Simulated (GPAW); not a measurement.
**KMgF3 (Pm-3m): how ε∞ follows the gap**

The empty bands of KMgF3 (Pm-3m) are shifted up rigidly by Δ, and ε∞ is computed for each shift.

Cell: a, b, c = 3.986, 3.986, 3.986 Å (primitive vectors), 5 atoms.

Method: GPAW 26.7.0, PBE, RPA, k-mesh 8×8×8, local fields up to 50 eV, Lorentzian half width 0.15 eV.

Launch of the response step: `OMP_NUM_THREADS=1 python df.py`. The series took 5.1 min in all, its band step included, on 1 thread of Arm Neoverse V1 (shared host).

```tsv
Δ (eV)	ε∞
0.00	?
0.40	1.977
0.80	1.955
1.20	1.933
1.60	1.913
2.00	1.894
```

With one effective transition at E₀ and fixed dipole strength, ε∞ − 1 = A/(E₀ + Δ), so 1/(ε∞ − 1) is linear in Δ.

Working, on the rows shown:

| x = Δ (eV) | y = 1/(ε∞ − 1) |
| --- | --- |
| 0.4 | 1.02354 |
| 0.8 | 1.04712 |
| 1.2 | 1.07181 |
| 1.6 | 1.09529 |
| 2 | 1.11857 |

Means: x̄ = 1.2, ȳ = 1.0713. Σ(x − x̄)(y − ȳ) = 0.09529, Σ(x − x̄)² = 1.6. Slope = 0.09529 / 1.6 = 0.05956; intercept = ȳ − slope · x̄ = 0.9998. Turned back into ε∞, the line misses the rows shown by at most 0.00047.

Problem. Fill in the last column of the withheld row.

Solution. At x = 0 the line gives y = 0.9998, that is 2.000. The run gave 2.002, so the extrapolation is off by 0.0018, 1.7 % of the range in the table.

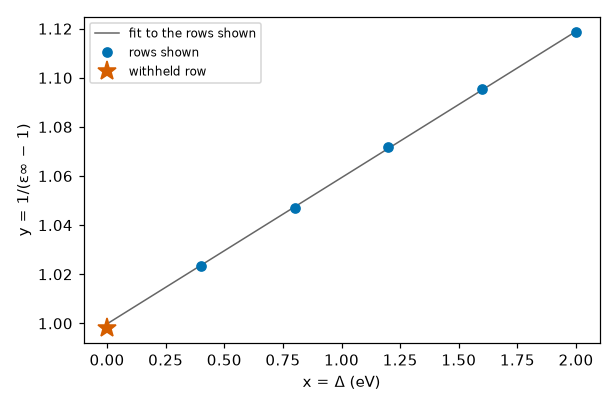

Refitted with all rows, the slope is 0.0602 and the intercept 0.99886. These give E₀ = intercept/slope = 16.6 eV, far above the least direct gap of 7.64 eV: most of the screening comes from transitions well over the edge. Over the first step ε∞ falls by 3 % per eV. Excitons are left out; PBE gaps are as a rule too small. The values come from a sum over the points of one k-mesh and carry its error, which grows as the direct gap shrinks. This version of GPAW has incomplete matrix elements in the optical limit, which can lower ε − 1 by up to a tenth where first-row anions or d states rule.

[Logs are printed without paths, hosts, clocks, repeated set-up lines and the standing remarks that a program may print on its own settings, such as how far it seeks lower states.]
